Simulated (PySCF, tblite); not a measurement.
**C₆H₁₃O radical: geometry, infrared bands and EPR parameters**

Wanted: the infrared bands and EPR parameters of C₆H₁₃O radical (`[CH2][C@@H](CC)COC`), by calculation.

Computed with tblite 0.8.0 and PySCF 2.14.0, with density-fitted response routines of our own, on a single molecule in the gas phase. Atoms are numbered from 0 throughout.

## 1. The starting structure

20 atoms, charge 0, multiplicity 2; geometry from: force field or distance geometry start.

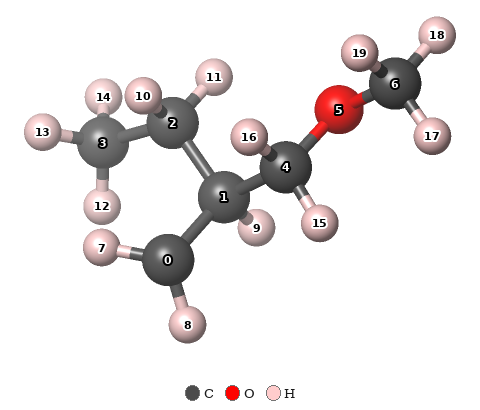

The starting geometry (carbon dark grey, oxygen red, hydrogen pink), atoms numbered; sticks join atoms by distance.

## 2. Geometry optimisation with GFN2-xTB

The job: settings as JSON, then the geometry in Å.

```
{"job": {"kind": "relax", "xc": "GFN2-xTB", "basis": "xTB"}, "charge": 0, "multiplicity": 2}
C     -1.264300    -1.529300     0.215600
C     -0.465000    -0.476700    -0.500200
C     -0.898800     0.862800    -0.013700
C     -2.351300     1.169900    -0.286500
C      0.984500    -0.663200    -0.032200
O      1.767500     0.276600    -0.665400
C      3.086400     0.084800    -0.230400
H     -2.201900    -1.071400     0.614400
H     -1.436500    -2.423000    -0.382900
H     -0.558400    -0.628100    -1.578100
H     -0.753500     0.931900     1.072300
H     -0.311900     1.632300    -0.550500
H     -2.888000     0.439400    -0.893000
H     -2.867200     1.232700     0.695200
H     -2.460900     2.184400    -0.755300
H      1.276900    -1.692900    -0.306100
H      1.007700    -0.490700     1.050100
H      3.465900    -0.929300    -0.469900
H      3.716300     0.866600    -0.721000
H      3.147400     0.234000     0.889900
```

Run with:

```bash
$ OMP_NUM_THREADS=1 python probes_run.py task.json out
```

The driver reads the jobs from task.json and runs them one after another.

Output:

```text
step      E/eV     max force
  0    -637.30561    2.195
  1    -637.55209    1.347
  2    -637.64823    0.793
  3    -637.72319    0.790
  4    -637.80434    0.505
  5    -637.84403    0.467
  6    -637.86589    0.365
  7    -637.88232    0.237
  8    -637.89220    0.201
  9    -637.90008    0.208
 10    -637.90670    0.231
 11    -637.91357    0.195
 12    -637.92163    0.234
 13    -637.92947    0.195
 14    -637.93485    0.181
 15    -637.93810    0.145
 16    -637.94048    0.113
 17    -637.94255    0.100
 18    -637.94414    0.081
 19    -637.94514    0.064
 20    -637.94583    0.057
 21    -637.94644    0.063
 22    -637.94702    0.065
 23    -637.94759    0.064
 24    -637.94824    0.067
 25    -637.94916    0.082
 26    -637.95051    0.100
 27    -637.95234    0.122
 28    -637.95459    0.136
 29    -637.95726    0.116
 30    -637.96057    0.147
 31    -637.96498    0.195
 32    -637.96981    0.185
 33    -637.97418    0.157
 34    -637.97868    0.205
 35    -637.97428    0.485
 36    -637.98488    0.175
 37    -637.98749    0.195
 38    -637.99170    0.157
 39    -637.99615    0.176
 40    -637.99916    0.135
 41    -638.00139    0.317
 42    -638.00931    0.172
 43    -638.01544    0.142
 44    -638.01850    0.441
 45    -638.02670    0.216
 46    -638.02991    0.106
 47    -638.03328    0.201
 48    -638.03593    0.200
 49    -638.04150    0.129
 50    -638.04313    0.126
 51    -638.04573    0.085
 52    -638.04716    0.089
 53    -638.04876    0.127
 54    -638.05030    0.085
 55    -638.05235    0.089
 56    -638.05396    0.088
 57    -638.05540    0.080
 58    -638.05703    0.079
 59    -638.05839    0.068
 60    -638.05925    0.053
 61    -638.05977    0.048
 62    -638.06020    0.045
 63    -638.06059    0.038
 64    -638.06090    0.030
 65    -638.06115    0.033
 66    -638.06138    0.033
 67    -638.06155    0.027
 68    -638.06165    0.019
 69    -638.06171    0.019
 70    -638.06177    0.021
 71    -638.06186    0.025
 72    -638.06199    0.022
 73    -638.06212    0.023
 74    -638.06224    0.023
 75    -638.06237    0.031
 76    -638.06256    0.038
 77    -638.06283    0.040
 78    -638.06314    0.040
 79    -638.06339    0.030
 80    -638.06358    0.030
 81    -638.06374    0.030
 82    -638.06393    0.031
 83    -638.06413    0.030
 84    -638.06430    0.033
 85    -638.06443    0.032
 86    -638.06453    0.025
 87    -638.06463    0.021
 88    -638.06470    0.019
 89    -638.06476    0.023
 90    -638.06482    0.022
 91    -638.06487    0.017
 92    -638.06492    0.016
 93    -638.06497    0.015
 94    -638.06501    0.016
 95    -638.06505    0.014
 96    -638.06509    0.014
 97    -638.06512    0.015
 98    -638.06516    0.014
 99    -638.06521    0.019
100    -638.06526    0.017
101    -638.06530    0.013
102    -638.06533    0.013
103    -638.06536    0.010
```

Run time: 0.51 s. Hardware: 1 thread of Arm Neoverse V2, shared host; peak memory 0.18 GiB.

Step by step: (not every step is listed)

```
step  energy from step 0 (eV)  largest force (eV/Å)
   0                   0.0000                2.1947
   1                  -0.2465                1.3472
   2                  -0.3426                0.7929
   3                  -0.4176                0.7903
   4                  -0.4987                0.5047
   5                  -0.5384                0.4670
   6                  -0.5603                0.3655
   7                  -0.5767                0.2373
   8                  -0.5866                0.2010
  17                  -0.6369                0.1000
  26                  -0.6449                0.0998
  35                  -0.6687                0.4850
  44                  -0.7129                0.4410
  53                  -0.7432                0.1274
  62                  -0.7546                0.0455
  71                  -0.7563                0.0250
  80                  -0.7580                0.0297
  89                  -0.7591                0.0233
  98                  -0.7595                0.0138
  99                  -0.7596                0.0191
 100                  -0.7596                0.0172
 101                  -0.7597                0.0133
 102                  -0.7597                0.0127
 103                  -0.7598                0.0096
```

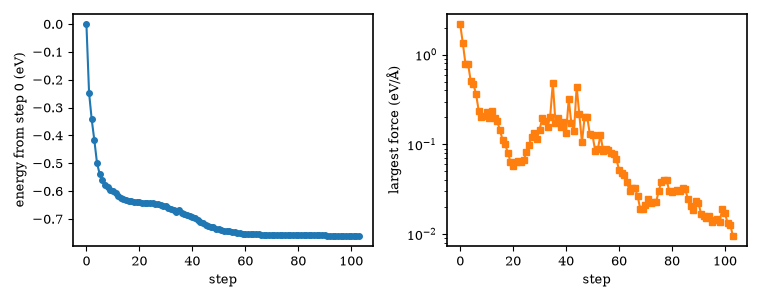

Energy and largest force along the relaxation.

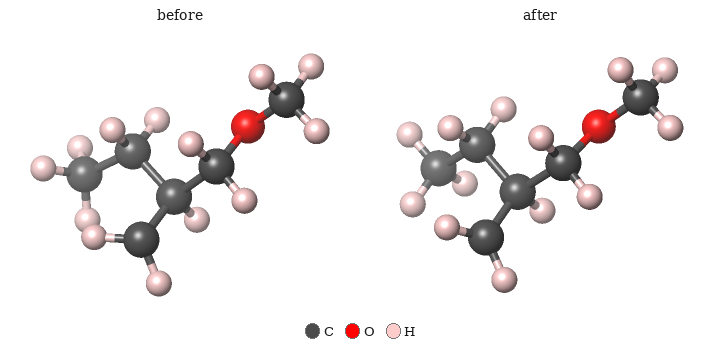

The geometry before (left) and after (right).

Close pairs (by a distance rule), those that changed most:

```
  bond  before (Å)  after (Å)  change (Å)
 C0–H7       1.117      1.073      -0.044
 C1–C2       1.490      1.533      +0.043
C3–H14       1.123      1.088      -0.035
C6–H19       1.132      1.098      -0.034
 C0–C1       1.503      1.472      -0.031
 C4–O5       1.377      1.407      +0.030
C6–H18       1.117      1.088      -0.029
C3–H13       1.111      1.088      -0.023
```

The end geometry stands in the next job.

## 3. Vibrational analysis with GFN2-xTB

The job: settings as JSON, then the geometry in Å.

```
{"job": {"kind": "ir", "xc": "GFN2-xTB", "basis": "xTB"}, "charge": 0, "multiplicity": 2}
C     -1.400092    -1.530125     0.251735
C     -0.550060    -0.483246    -0.337745
C     -0.980616     0.925334     0.086460
C     -2.336593     1.296865    -0.498395
C      0.932894    -0.702849     0.057868
O      1.737239     0.177105    -0.689596
C      3.099769     0.076312    -0.374366
H     -1.842385    -1.388018     1.218825
H     -1.482539    -2.494572    -0.209692
H     -0.575366    -0.551255    -1.432206
H     -1.025658     0.971280     1.176942
H     -0.224348     1.633560    -0.253640
H     -2.295943     1.290277    -1.585319
H     -3.093273     0.582780    -0.180468
H     -2.635283     2.290077    -0.170964
H      1.222307    -1.746069    -0.143133
H      1.058350    -0.515376     1.135616
H      3.486685    -0.928703    -0.587172
H      3.617730     0.803431    -0.996664
H      3.282036     0.303871     0.684014
```

Output:

```text
mode    cm-1     km/mol
  1      64.7      0.30
  2      74.1      3.42
  3      94.4      3.24
  4     110.1      1.36
  5     180.9      1.24
  6     214.6      0.14
  7     228.4      3.42
  8     248.9      1.63
  9     340.4      1.92
 10     347.9      2.88
 11     439.2      8.74
 12     494.2     16.42
 13     543.0     23.45
 14     819.2      7.87
 15     846.6      0.49
 16     923.0      2.43
 17     976.7      3.94
 18     992.7     23.18
 19    1018.8      9.57
 20    1038.3      6.84
 21    1102.3     18.65
 22    1113.0     90.16
 23    1132.8      1.45
 24    1158.1      1.89
 25    1161.2      8.76
 26    1169.8      8.91
 27    1214.5      6.51
 28    1243.8      4.13
 29    1266.4      4.03
 30    1310.0      4.77
 31    1330.1     13.96
 32    1352.7      1.04
 33    1402.4      0.67
 34    1406.9      0.94
 35    1410.4      1.06
 36    1468.8      5.20
 37    1485.3      2.27
 38    1488.4      2.59
 39    1494.9      0.66
 40    1498.9      2.62
 41    1506.2      1.85
 42    2835.8     71.40
 43    2870.5     50.00
 44    2886.7     58.90
 45    2909.8     24.45
 46    2912.3     72.90
 47    2972.3     46.40
 48    3001.2     15.15
 49    3026.0     19.40
 50    3031.6     47.99
 51    3033.5     51.52
 52    3037.7     27.54
 53    3130.8     22.26
 54    3172.7     38.41
```

It took 0.51 s on 1 thread of Arm Neoverse V2, shared host; peak memory 0.18 GiB.

Which atoms move in the most intense modes:

```
cm⁻¹  km/mol                        atoms
1113    90.2    O5 42 %, C6 22 %, C4 14 %
2836    71.4           H15 46 %, H16 45 %
2870    50.0           H16 48 %, H15 47 %
2887    58.9           H19 46 %, H17 45 %
2912    72.9  H17 41 %, H19 41 %, H9 13 %
2972    46.4                     H10 89 %
3032    48.0           H13 63 %, H12 25 %
3034    51.5           H14 61 %, H12 20 %
```

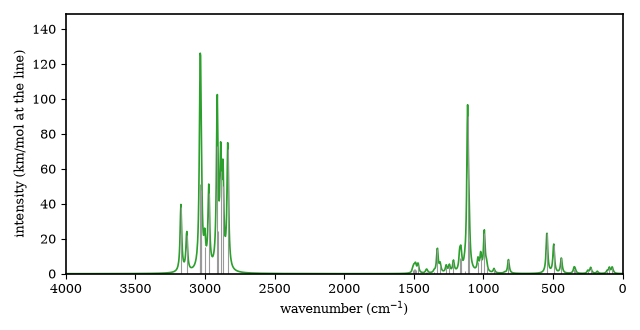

The infrared spectrum from these modes, unscaled. Lines are broadened to a width of 14 cm⁻¹ (Lorentzian).

## 4. g tensor and hyperfine couplings: B3LYP/pcH-1

Same as in step 3 but for these lines:

```diff
@@ -1,2 +1,2 @@
-{"job": {"kind": "ir", "xc": "GFN2-xTB", "basis": "xTB"}, "charge": 0, "multiplicity": 2}
+{"job": {"kind": "epr", "basis": "pcH-1"}, "charge": 0, "multiplicity": 2}
 C     -1.400092    -1.530125     0.251735
```

With the program's defaults for keys left out, this is: UKS B3LYP, pcH-1 on C H O, non-relativistic, mean-field spin-orbit, GIAO.

Output:

```text
UKS, coarse grid
  cycle   1  E = -311.54553778  |g| = 4.83e-01
  cycle   2  E = -311.43611700  |g| = 7.29e-01
  cycle   3  E = -311.64118320  |g| = 8.24e-02
  cycle   4  E = -311.64323610  |g| = 3.87e-02
  cycle   5  E = -311.64391581  |g| = 6.05e-03
  cycle   6  E = -311.64393309  |g| = 2.66e-03
  cycle   7  E = -311.64393681  |g| = 8.77e-04
UKS, final grid
  cycle   1  E = -311.64390393  |g| = 8.52e-04
  cycle   2  E = -311.64390382  |g| = 1.02e-03
  cycle   3  E = -311.64390430  |g| = 8.47e-05
  cycle   4  E = -311.64390431  |g| = 6.42e-05
  cycle   5  E = -311.64390431  |g| = 2.15e-05
E = -311.64390431 Eh   <S^2> = 0.7536 (exact 0.7500)
g shifts (ppm)      1          2          3
  rmc          -144       -144       -144
  gc              7         40         27
  oz_so         -51        525        646
  total        -189        420        529
hyperfine (MHz)  atom isotope    a_iso     a_fc   dipolar eigenvalues
    0   13C      93.67      93.67    -80.86    -80.17    161.03
    1   13C     -31.39     -31.39     -2.27      0.36      1.91
    2   13C      10.78      10.78     -1.94     -1.48      3.42
    3   13C       1.14       1.14     -1.44     -0.23      1.68
    4   13C     110.39     110.39     -5.55     -5.23     10.78
    5   17O      -9.23      -9.23     -2.79      1.29      1.50
    6   13C       2.89       2.89     -0.49     -0.49      0.98
    7    1H     -62.55     -62.55    -39.29      0.04     39.24
    8    1H     -62.42     -62.42    -39.17     -0.10     39.26
    9    1H      48.19      48.19     -4.85     -4.59      9.44
   10    1H      -1.82      -1.82     -3.13     -2.82      5.95
   11    1H      -1.59      -1.59     -2.19     -1.49      3.69
   12    1H       0.65       0.65     -1.85     -1.64      3.50
   13    1H       2.65       2.65     -5.15     -3.07      8.22
   14    1H      -0.64      -0.64     -1.49     -1.10      2.59
   15    1H      -3.28      -3.28     -6.04     -1.85      7.89
   16    1H      -4.07      -4.07     -5.04     -2.15      7.19
   17    1H      -0.10      -0.10     -0.88     -0.61      1.49
   18    1H       2.55       2.55     -0.64     -0.43      1.07
   19    1H       0.02       0.02     -0.88     -0.61      1.49
```

Run time: 81 s. Hardware: 1 thread of Arm Neoverse V2, shared host; peak memory 0.97 GiB.

Principal g values 2.00213, 2.00274, 2.00285; g(iso) = 2.00257, against 2.00232 for a free electron.

Hyperfine couplings; where a row names several nuclei, a(iso) is their mean (it holds for fast rotation or exchange) and the dipolar term the largest among them:

```
       nuclei  isotope  a(iso) (MHz)  a(iso) (G, at g = 2.0023)  largest dipolar term (MHz)
           C4      13C         110.4                       39.4                        10.8
           C0      13C          93.7                       33.4                       161.0
       H7, H8       1H         -62.5                      -22.3                       -39.3
           H9       1H          48.2                       17.2                         9.4
           C1      13C         -31.4                      -11.2                        -2.3
           C2      13C          10.8                        3.8                         3.4
           O5      17O          -9.2                       -3.3                        -2.8
          H16       1H          -4.1                       -1.5                         7.2
          H15       1H          -3.3                       -1.2                         7.9
           C6      13C           2.9                        1.0                         1.0
          H10       1H          -1.8                       -0.6                         5.9
          H11       1H          -1.6                       -0.6                         3.7
           C3      13C           1.1                        0.4                         1.7
H12, H13, H14       1H           0.9                        0.3                         8.2
```

Mulliken spin populations:

C0 1.08; C1 -0.09; C2 0.01; C3 0.01; C4 0.05; O5 0.00; C6 0.00; H7 -0.04; H8 -0.05; H9 0.02; H10 0.00; H11 0.00; H12 0.00; H13 0.00; H14 0.00; H15 0.00; H16 0.00; H17 0.00; H18 0.00; H19 0.00

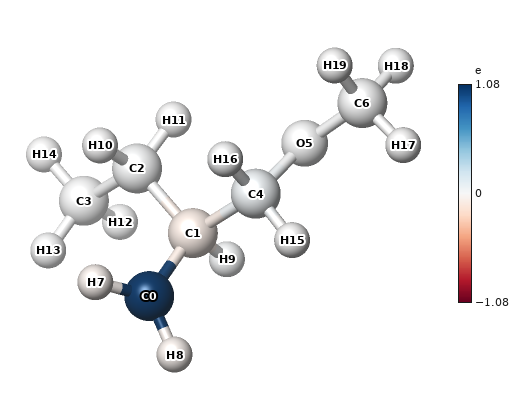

Mulliken spin populations, as colours on the atoms.

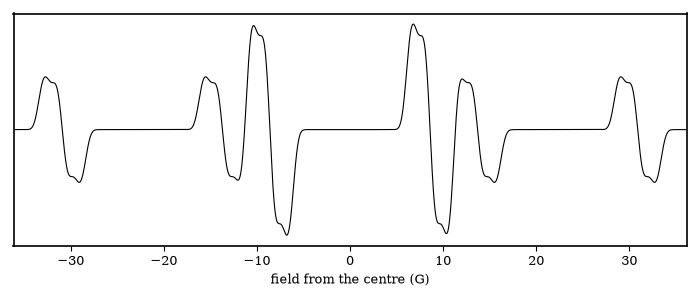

First-order isotropic spectrum (first derivative, main isotopes with spin only, couplings over 0.8 MHz, Gaussian width 0.3 G; couplings of the frozen geometry, rotation of groups not averaged beyond the rows shown).

The fields below are evaluated on a grid from the run's orbitals.

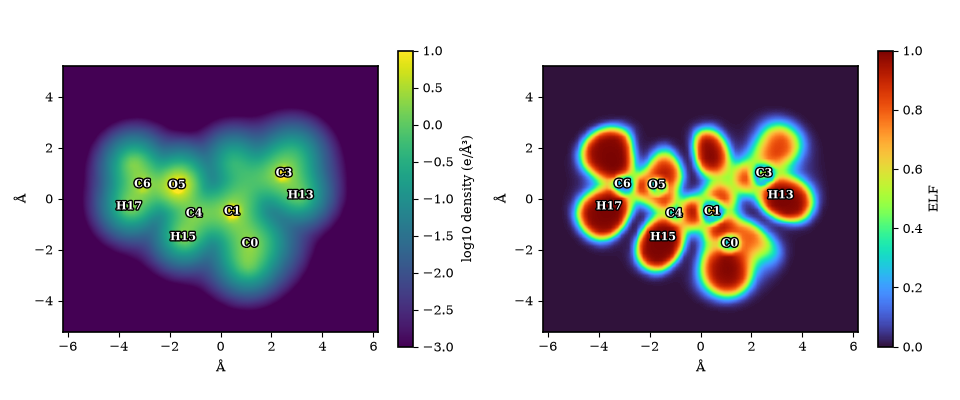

Density (left) and ELF (right) in a plane through or near 9 of the atoms.

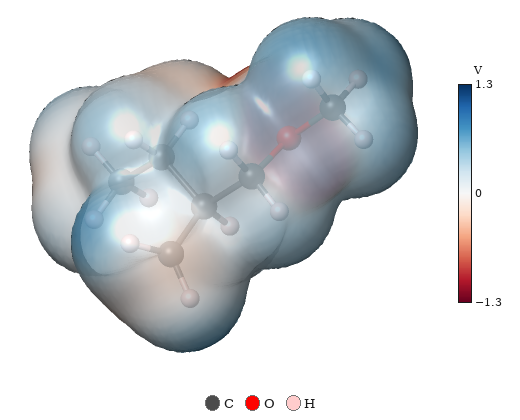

Electrostatic potential on the surface of density 0.002 e/bohr³; red is low, blue high. It runs from -1.30 V near O5 to 0.69 V near H18.

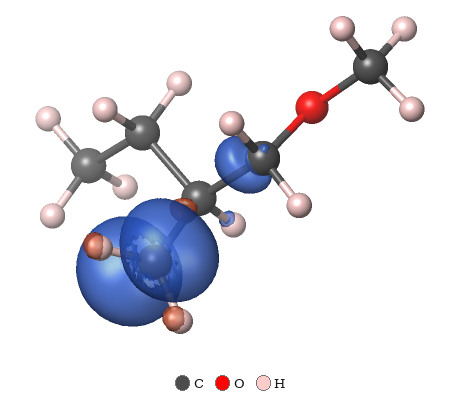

Spin density at ±0.04 e/Å³ (alpha excess blue, beta excess red).

## 5. Outcome

```
                                 quantity                 value
strongest single infrared mode (GFN2-xTB)  1113 cm⁻¹, 90 km/mol
             zero-point energy (GFN2-xTB)        109.4 kcal/mol
                           g(iso) (B3LYP)               2.00257
                                     ⟨S²⟩    0.754 (exact 0.75)
       largest a(iso) (averaged by class)  13C on C4, 110.4 MHz
    surface potential, least and greatest    -1.30 V and 0.69 V
```

In words: Over 103 steps the energy fell by 0.760 eV; of the close pairs, C0–H7 changed most, 1.117 to 1.073 Å. All 54 modes are real, so the xTB geometry is a minimum. The strongest single mode, at 1113 cm⁻¹, is carried by O5, C6, C4. Unscaled tight-binding wavenumbers are off by several per cent, some by more. Its intensities can rank the bands wrongly. Most of the unpaired spin sits on C0 (1.08 e). The isotropic g lies 0.3 ppt above the free-electron value.
